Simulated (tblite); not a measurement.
# C6H11B: the cost of one run

Programs: tblite 0.8.0 and PySCF 2.14.0, with density-fitted response routines of our own. Each step states its level of theory. These are calculated values for one molecule in the gas phase, unless marked as measured. Atoms count from 0, in the outputs and in this text.

## (1) The molecule as given

18 atoms, charge 0, multiplicity 1; geometry from: force field or distance geometry start.

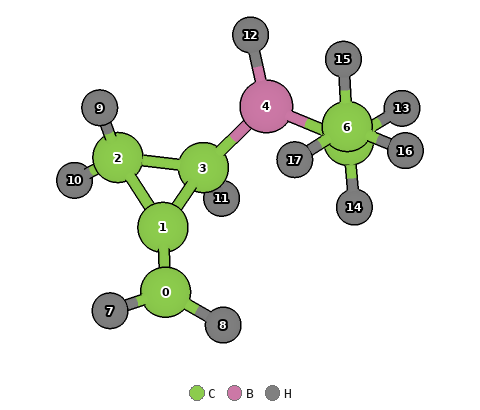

As it starts; carbon green, boron pink, hydrogen grey, atoms numbered; sticks join atoms by distance.

## (2) Optimising the geometry with GFN2-xTB

Job settings and geometry (Å):

```
{"job": {"kind": "relax", "xc": "GFN2-xTB", "basis": "xTB"}, "charge": 0, "multiplicity": 1}
C      1.590800    -0.628900    -1.670200
C      1.461400     0.291200    -0.719900
C      1.562100     1.719900    -0.190100
C      1.141800     0.713200     0.717700
B     -0.420800     0.604800     1.035100
C     -1.157900    -0.810400     1.050000
C     -2.204500    -0.895100    -0.050200
H      1.904300    -0.325900    -2.659300
H      1.362300    -1.668600    -1.456100
H      0.769200     2.370700    -0.645300
H      2.602500     2.062700    -0.106600
H      1.887500     0.322700     1.454000
H     -1.050700     1.593400     1.222400
H     -1.632300    -0.946400     2.040100
H     -0.408200    -1.610000     0.912200
H     -2.983200    -0.112700     0.103400
H     -2.697900    -1.888600    -0.002300
H     -1.735200    -0.785600    -1.046300
```

Run with:

```sh
OMP_NUM_THREADS=1 python probes_run.py task.json out
```

This one command runs all jobs of the session in turn.

**Question.** How long does this first job take on 1 thread of Arm Neoverse V1, shared host?

About 1.1 s.
